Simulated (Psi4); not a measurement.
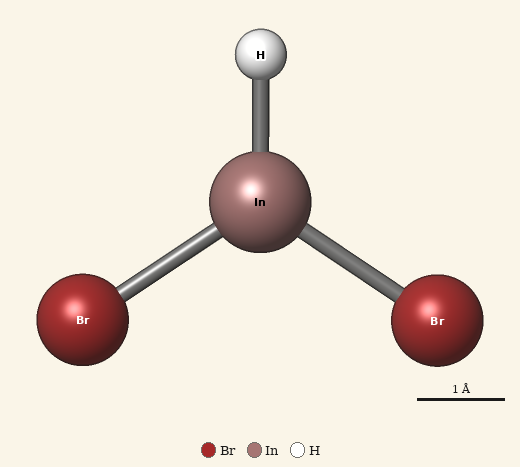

The input geometry (ball-and-stick view, seen on its broad side). Sticks mark near contacts.

# Property calculation of InHBr₂

System: InHBr₂, SMILES [Br][InH][Br].
Method: PBE0/def2-TZVPP, RKS, dispersion D4, core potentials def2 (Psi4 1.11).

The geometry was optimised with PBE0/def2-TZVP.

## What the program printed
```
Psi4 1.11 release

   => Loading Basis Set <=

    Name: DEF2-TZVPP
    Role: ORBITAL
    Keyword: BASIS

    !!!  WARNING: ECP capability is in beta. Please check occupations closely.  !!!

   => PBE0-D4(BJ,EEQ)ATM: Empirical Dispersion <=

        a1 =       0.400856
        a2 =       5.029288
       alp =      16.000000
        s6 =       1.000000
        s8 =       1.200655
        s9 =       1.000000
        ga =       3.000000
        gc =       2.000000
        wf =       6.000000

         ---------------------------------------------------------
                                   SCF
                              RKS Reference
                        2 Threads,   3147 MiB Core
         ---------------------------------------------------------

  ==> Geometry <==

    Molecular point group: c1
    Full point group: C1

    Geometry (in Bohr), charge = 0, multiplicity = 1:

       Center              X                  Y                   Z               Mass
    ------------   -----------------  -----------------  -----------------  -----------------
         BR          -2.871632469068     2.316580494025    -1.563784595494    78.918337600000
         IN           0.776546180932     0.869348854025     0.901255424506   114.903878776000
         BR           1.709475620932    -3.617692445975     0.215075084506    78.918337600000
         H            2.468006020932     2.768374324025     2.857806044506     1.007825032230

  Running in c1 symmetry.

  Rotational constants: A =      0.12990  B =      0.02570  C =      0.02145 [cm^-1]
  Rotational constants: A =   3894.33915  B =    770.41659  C =    643.17699 [MHz]
  Nuclear repulsion =  492.799939314247354

  Charge       = 0
  Multiplicity = 1
  Electrons    = 92
  Nalpha       = 46
  Nbeta        = 46

  ==> Algorithm <==

  SCF Algorithm Type is DF.
  DIIS enabled.
  MOM disabled.
  Fractional occupation disabled.
  Guess Type is SAD.
  Energy threshold   = 1.00e-06
  Density threshold  = 1.00e-06
  Integral threshold = 1.00e-12

  ==> Primary Basis <==

  Basis Set: DEF2-TZVPP
    Blend: DEF2-TZVPP
    Number of shells: 54
    Number of basis functions: 160
    Number of Cartesian functions: 184
    Spherical Harmonics?: true
    Max angular momentum: 3

  Core potential: DEF2-TZVPP
    Number of shells: 4
    Number of ECP primitives: 18
    Number of ECP core electrons: 28
    Max angular momentum: 3

  ==> DFT Potential <==

   => LibXC <=

    Version 7.1.2

   => Composite Functional: PBE0-D4BJEEQATM <=

    PBE0-d4bjeeqatm Hyb-GGA Exchange-Correlation Functional

    Deriv               =              1
    GGA                 =           TRUE
    Meta                =          FALSE

    Exchange Hybrid     =           TRUE
    MP2 Hybrid          =          FALSE

   => Exchange Functionals <=

    0.7500   Perdew, Burke & Ernzerhof

   => Exact (HF) Exchange <=

    0.2500               HF

   => Correlation Functionals <=

    1.0000   Perdew, Burke & Ernzerhof

   => LibXC Density Thresholds  <==

    XC_HYB_GGA_XC_PBEH:  1.00E-15

   => Molecular Quadrature <=

    Radial Scheme          =       TREUTLER
    Pruning Scheme         =           NONE
    Nuclear Scheme         =       TREUTLER

    Blocking Scheme        =         OCTREE
    BS radius alpha        =              1
    Pruning alpha          =              1
    Radial Points          =             99
    Spherical Points       =            590
    Total Points           =         222876
    Total Blocks           =           1774
    Max Points             =            256
    Max Functions          =            145
    Weights Tolerance      =       1.00E-15

   => Loading Basis Set <=

    Name: (DEF2-TZVPP AUX)
    Role: JKFIT
    Keyword: DF_BASIS_SCF

  ==> Integral Setup <==

  DFHelper Memory: AOs need 0.147 GiB; user supplied 1.641 GiB.
  SCF_SUBTYPE=INCORE selected. In-core MEM_DF algorithm will be used.
  Using in-core AOs.

  ==> MemDFJK: Density-Fitted J/K Matrices <==

    J tasked:                   Yes
    K tasked:                   Yes
    wK tasked:                   No
    Memory [MiB]:              1680
    Algorithm:                 Core
    Schwarz Cutoff:           1E-12
    Mask sparsity (%):       7.4375
    Fitting Condition:        1E-10

   => Auxiliary Basis Set <=

  Basis Set: (DEF2-TZVPP AUX)
    Blend: DEF2-UNIVERSAL-JKFIT
    Number of shells: 172
    Number of basis functions: 768
    Number of Cartesian functions: 1071
    Spherical Harmonics?: true
    Max angular momentum: 5

  Cached 100.0% of DFT collocation blocks in 0.664 [GiB].

  Minimum eigenvalue in the overlap matrix is 2.6941771334E-03.
  Reciprocal condition number of the overlap matrix is 6.2122462131E-04.
    Using symmetric orthogonalization.

  ==> Pre-Iterations <==

  SCF Guess: Superposition of Atomic Densities via on-the-fly atomic UHF (no occupation information).

   -------------------------
    Irrep   Nso     Nmo
   -------------------------
     A        160     160
   -------------------------
    Total     160     160
   -------------------------

  ==> Iterations <==

                           Total Energy        Delta E     RMS |[F,P]|

   @DF-RKS iter SAD: -5334.75215277890675   -5.33475e+03   0.00000e+00
   @DF-RKS iter   1: -5337.81071185231031   -3.05856e+00   1.36363e-02 ADIIS/DIIS
   @DF-RKS iter   2: -5337.86944332110670   -5.87315e-02   1.30234e-02 ADIIS/DIIS
   @DF-RKS iter   3: -5338.55235284233186   -6.82910e-01   6.99291e-04 ADIIS/DIIS
   @DF-RKS iter   4: -5338.55779385083497   -5.44101e-03   4.37242e-04 ADIIS/DIIS
   @DF-RKS iter   5: -5338.56044536071749   -2.65151e-03   9.88707e-05 DIIS
   @DF-RKS iter   6: -5338.56056096974771   -1.15609e-04   7.58565e-06 DIIS
   @DF-RKS iter   7: -5338.56056165594600   -6.86198e-07   2.93075e-06 DIIS
   @DF-RKS iter   8: -5338.56056178009476   -1.24149e-07   4.11533e-07 DIIS
  Energy and wave function converged.

  ==> Post-Iterations <==

   Electrons on quadrature grid:
      Ntotal   =   92.0000015359 ; deviation = 1.536e-06

    Orbital Energies [Eh]
    ---------------------

    Doubly Occupied:

       1A   -483.255265     2A   -483.255156     3A    -62.655482
       4A    -62.655372     5A    -56.428037     6A    -56.427926
       7A    -56.426303     8A    -56.426194     9A    -56.425951
      10A    -56.425841    11A     -8.774295    12A     -8.774180
      13A     -6.582007    14A     -6.581888    15A     -6.576309
      16A     -6.576196    17A     -6.575198    18A     -6.575084
      19A     -4.767276    20A     -3.167472    21A     -3.159218
      22A     -3.156902    23A     -2.668210    24A     -2.668091
      25A     -2.666736    26A     -2.666619    27A     -2.665852
      28A     -2.665734    29A     -2.661203    30A     -2.661163
      31A     -2.661090    32A     -2.661050    33A     -0.846033
      34A     -0.845343    35A     -0.833673    36A     -0.833559
      37A     -0.831274    38A     -0.776165    39A     -0.761155
      40A     -0.463767    41A     -0.363396    42A     -0.355131
      43A     -0.327026    44A     -0.313495    45A     -0.310370
      46A     -0.307040

    Virtual:

      47A     -0.074683    48A     -0.070280    49A      0.001053
      50A      0.053676    51A      0.065191    52A      0.083495
      53A      0.089075    54A      0.096946    55A      0.142842
      56A      0.163105    57A      0.164342    58A      0.169651
      59A      0.210177    60A      0.243524    61A      0.264430
      62A      0.265016    63A      0.288799    64A      0.291103
      65A      0.309491    66A      0.313102    67A      0.318874
      68A      0.332237    69A      0.361870    70A      0.363259
      71A      0.399157    72A      0.415065    73A      0.423885
      74A      0.425722    75A      0.431093    76A      0.494810
      77A      0.563193    78A      0.594009    79A      0.621745
      80A      0.650128    81A      0.776295    82A      0.790309
      83A      0.793554    84A      0.817670    85A      0.827321
      86A      0.840357    87A      0.879637    88A      0.909313
      89A      0.909778    90A      0.941033    91A      0.967069
      92A      0.998657    93A      1.027035    94A      1.050665
      95A      1.155470    96A      1.357066    97A      1.359336
      98A      1.367735    99A      1.376892   100A      1.390485
     101A      1.407093   102A      1.414062   103A      1.428589
     104A      1.448223   105A      1.492764   106A      1.506618
     107A      1.532027   108A      1.534852   109A      1.536011
     110A      1.536404   111A      1.537253   112A      1.550476
     113A      1.574885   114A      1.611448   115A      1.627055
     116A      1.635236   117A      1.644155   118A      1.658656
     119A      1.661569   120A      1.708544   121A      1.727769
     122A      1.755868   123A      1.772474   124A      1.778877
     125A      1.900651   126A      2.144006   127A      2.173465
     128A      2.196819   129A      2.244108   130A      2.265500
     131A      2.269056   132A      2.365148   133A      2.492337
     134A      2.631627   135A      3.162995   136A      3.235431
     137A      3.310329   138A      3.385280   139A      3.481396
     140A      3.780924   141A      3.819499   142A      3.842990
     143A      4.020808   144A      4.021989   145A      4.029628
     146A      4.042032   147A      4.086883   148A      4.099257
     149A      4.140261   150A      4.155629   151A      4.160642
     152A      4.241642   153A      4.540541   154A      7.488364
     155A      7.534856   156A     37.980520   157A     38.745767
     158A     38.989967   159A     39.182119   160A    125.242378

    Final Occupation by Irrep:
              A
    DOCC [    46 ]
    NA   [    46 ]
    NB   [    46 ]

  @DF-RKS Final Energy: -5338.56056178009476

   => Energetics <=

    Nuclear Repulsion Energy =            492.7999393142473536
    One-Electron Energy =               -8484.8183914940964314
    Two-Electron Energy =                2803.8421450077962618
    DFT Exchange-Correlation Energy =    -150.3808098732968119
    Empirical Dispersion Energy =          -0.0034447347440512
    VV10 Nonlocal Energy =                  0.0000000000000000
    Total Energy =                      -5338.5605617800938489

Computation Completed

Properties will be evaluated at   0.000000,   0.000000,   0.000000 [a0]

Properties computed using the SCF density matrix

 Multipole Moments:

 ------------------------------------------------------------------------------------
     Multipole            Electronic (a.u.)      Nuclear  (a.u.)        Total (a.u.)
 ------------------------------------------------------------------------------------

 L = 1.  Multiply by 2.5417464519 to convert [e a0] to [Debye]
 Dipole X            :         22.3587954          -21.9000139            0.4587815
 Dipole Y            :         25.0249185          -24.5142181            0.5107005
 Dipole Z            :         25.9535788          -25.4206629            0.5329159
 Magnitude           :                                                    0.8690770

 ------------------------------------------------------------------------------------

	total time  =         27 seconds =       0.45 minutes

Properties will be evaluated at   0.000000,   0.000000,   0.000000 [a0]
OEProp: No title given, name of density matrix used for the following properties is 'SCF density'

 Multipole Moments:

 ------------------------------------------------------------------------------------
     Multipole            Electronic (a.u.)      Nuclear  (a.u.)        Total (a.u.)
 ------------------------------------------------------------------------------------

 L = 1.  Multiply by 2.5417464519 to convert [e a0] to [Debye]
 Dipole X            :         22.3587954          -21.9000139            0.4587815
 Dipole Y            :         25.0249185          -24.5142181            0.5107005
 Dipole Z            :         25.9535788          -25.4206629            0.5329159
 Magnitude           :                                                    0.8690770

 ------------------------------------------------------------------------------------
  Mulliken Charges: (a.u.)
   Center  Symbol    Alpha    Beta     Spin     Total
       1    BR    17.67360 17.67360  0.00000 -0.34720
       2    IN    10.11607 10.11607  0.00000  0.76786
       3    BR    17.67341 17.67341  0.00000 -0.34683
       4     H     0.53692  0.53692  0.00000 -0.07383

   Total alpha = 46.00000, Total beta = 46.00000, Total charge = -0.00000

  Lowdin Charges: (a.u.)
   Center  Symbol    Alpha    Beta     Spin     Total
       1    BR    17.44675 17.44675  0.00000  0.10651
       2    IN    10.53417 10.53417  0.00000 -0.06834
       3    BR    17.44653 17.44653  0.00000  0.10694
       4     H     0.57255  0.57255  0.00000 -0.14511

  Total alpha = 46.00000, Total beta = 46.00000, Total charge =  0.00000

  Wiberg Bond Indices using Orthogonal Lowdin Orbitals:

  Irrep: 1 Size: 4 x 4

                 1                   2                   3                   4

    1     0.00000000000000     1.79518514252228     0.06817170990871     0.04554627273833
    2     1.79518514252228     0.00000000000000     1.79575334461315     1.03284715314720
    3     0.06817170990871     1.79575334461315     0.00000000000000     0.04551893520885
    4     0.04554627273833     1.03284715314720     0.04551893520885     0.00000000000000

  Atomic Valences:

 #  #
 Irrep: 1
      1:    1.908903125169323
      2:    4.623785640282639
      3:    1.909443989730720
      4:    1.123912361094379

  Variable Map:
  ----------------------------------------------------------------------------
  "CURRENT ENERGY"                                  =>   -5338.560561780095
  "CURRENT REFERENCE ENERGY"                        =>   -5338.560561780095
  "DD SOLVATION ENERGY"                             =>       0.000000000000
  "DFT FUNCTIONAL TOTAL ENERGY"                     =>   -5338.557117045350
  "DFT TOTAL ENERGY"                                =>   -5338.560561780094
  "DFT VV10 ENERGY"                                 =>       0.000000000000
  "DFT XC ENERGY"                                   =>    -150.380809873297
  "DISPERSION CORRECTION ENERGY"                    =>      -0.003444734744
  "GRID ELECTRONS ALPHA"                            =>      46.000000767967
  "GRID ELECTRONS BETA"                             =>      46.000000767967
  "GRID ELECTRONS TOTAL"                            =>      92.000001535933
  "NUCLEAR REPULSION ENERGY"                        =>     492.799939314247
  "ONE-ELECTRON ENERGY"                             =>   -8484.818391494096
  "PBE0-D4(BJ,EEQ)ATM DISPERSION CORRECTION ENERGY" =>      -0.003444734744
  "PCM POLARIZATION ENERGY"                         =>       0.000000000000
  "PE ENERGY"                                       =>       0.000000000000
  "SCF ITERATION ENERGY"                            =>   -5338.560561780095
  "SCF ITERATIONS"                                  =>       8.000000000000
  "SCF TOTAL ENERGY"                                =>   -5338.560561780095
  "TWO-ELECTRON ENERGY"                             =>    2803.842145007796
  "XC GRID RADIAL POINTS"                           =>      99.000000000000
  "XC GRID SPHERICAL POINTS"                        =>     590.000000000000
  "XC GRID TOTAL POINTS"                            =>  222876.000000000000

  Array Variable Map:
  ----------------------------------------------------------------------------
  "CURRENT DIPOLE"                                  =>       0.458781514780 ... 0.532915850131 1 by 3
  "DIPOLE"                                          =>       0.458781514780 ... 0.532915850131 1 by 3
  "SCF DIPOLE"                                      =>       0.458781514780 ... 0.532915850131 1 by 3
  "SCF TOTAL ENERGIES"                              =>   -5334.752152778907 ... -5338.560561780095 1 by 9

    Psi4 run time: 0:00:27.70
```

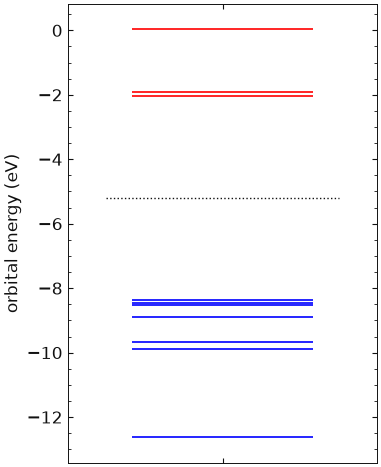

Orbital energies near the frontier; the dotted line parts filled from empty levels, and levels within 0.02 eV of each other stand side by side. Highest filled −8.36 eV, lowest empty −2.03 eV, 6.33 eV apart.

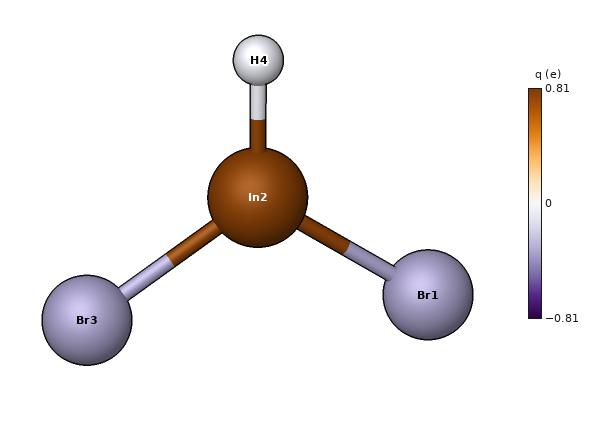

Mulliken charges, as the colour of each atom (ball-and-stick view, seen at a tilt; atoms are numbered from 1 in the order of the input). By element: Br −0.35, In +0.77 and H −0.07 e.

This output came from the following input.

## Input file (calc.in)
```
memory 3.3 GB

molecule {
  Br    -3.35442450     1.71643824    -2.15205413
  In     0.29375415     0.26920660     0.31298589
  Br     1.22668359    -4.21783470    -0.37319445
  H      1.98521399     2.16823207     2.26953651
  units au
  symmetry c1
}

set {
  scf_type             df
  dft_radial_points    99
  dft_spherical_points 590
}

E, wfn = energy("pbe0-d4/def2-TZVPP", return_wfn=True)
oeprop(wfn, "DIPOLE", "MULLIKEN_CHARGES", "LOWDIN_CHARGES", "WIBERG_LOWDIN_INDICES")
print_variables()
```

Run as:
```bash
psi4 -i calc.in -o calc.out -n 2
```

## Summary

| quantity | value |
| --- | --- |
| outcome | converged |
| total energy | −5338.560562 hartree |
| dispersion energy | −0.003445 hartree |
| basis functions | 160 |
| HOMO | −8.35 eV |
| LUMO | −2.03 eV |
| dipole moment | 2.21 D |
| hardware | 2 threads of Intel Xeon @ 2.50GHz (Skylake/Cascade Lake), 189 GiB of memory available, shared host |
| wall time | 30 s (CPU time 55 s) |
| peak memory | 1.1 GiB |
